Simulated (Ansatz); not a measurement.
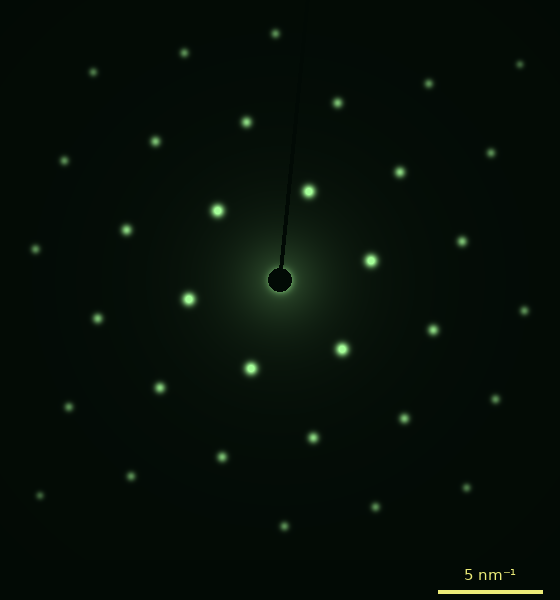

Computed electron diffraction pattern, 80 kV, single scattering only, B = 0.8 Å².

### What net do the spots form, and what spacings does it show?

The spots form a hexagonal net with both shortest vectors at d = 2.23 Å, 60.0° apart.

### What is the point symmetry of the pattern, intensities included?

6mm. Such a pattern arises along the three- or sixfold axis of a trigonal, hexagonal or cubic crystal.

### What was simulated?

This cannot be fixed from one zone alone; the pattern is [111] of Mo, space group Im-3m (No. 229), a = 3.150 Å. The net vectors are -1 1 0 and -1 0 1. Structure: the input geometry of an electronic-structure calculation (not necessarily at equilibrium).
